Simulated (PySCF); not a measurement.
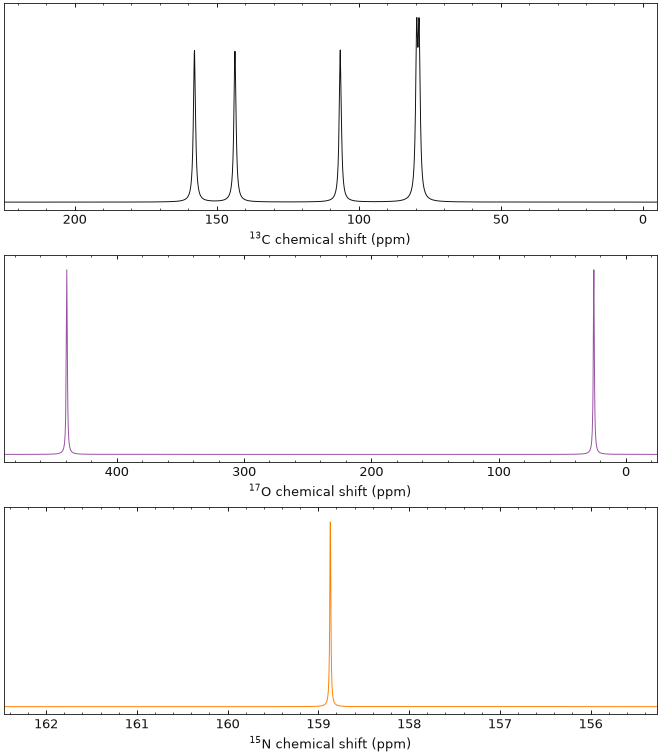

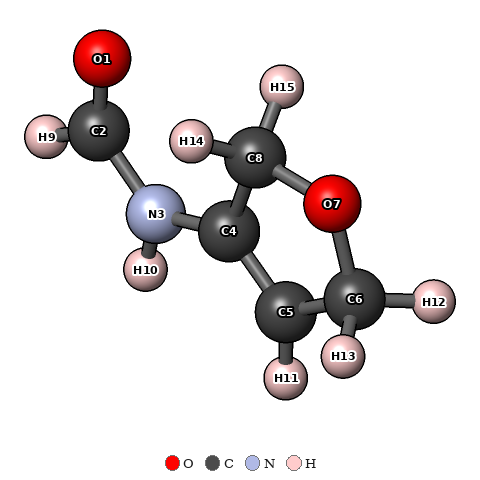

Spectrum and numbered structure of C₅H₇NO₂, SMILES O=CNC1=CCOC1. GIAO shifts, PBE0/pcSseg-1 in PySCF 2.14.0, at a GFN2-xTB geometry (no frequency check), against TMS for ¹³C, H₂O for ¹⁷O and NH₃ for ¹⁵N computed at the same level (¹⁷O: a single water molecule, while the usual scale starts at liquid water and gives values some tens of ppm lower; ¹⁵N: a single molecule, while the usual scales start at liquid NH₃ or nitromethane; multiply bonded nitrogen can come out tens of ppm too deshielded). Gas phase, fully decoupled, line heights follow the number of nuclei, widths are arbitrary (no quadrupolar broadening); values of one conformer, averaged over methyl-type rotors and exact or near symmetry; other conformers aren't averaged in.

Question: Assign the ¹³C signals to the numbered atoms.

Answer:
```tsv
δ (ppm)	nuclei	atoms
157.8	1	C2
143.6	1	C4
106.5	1	C5
79.6	1	C8
78.7	1	C6
```

The order of signals that lie close, as those under 2 ppm apart, is within the error of the method.

Question: Assign the ¹⁷O signals to the numbered atoms.

Answer:
| δ (ppm) | nuclei | atoms |
| --- | --- | --- |
| 439.2 | 1 | O1 |
| 25.2 | 1 | O7 |

Question: Where does the ¹⁵N line lie?

Answer: At 158.9 ppm (N3).

Known limits of this run: the tight-binding geometry is rougher than a DFT one and adds to the error.
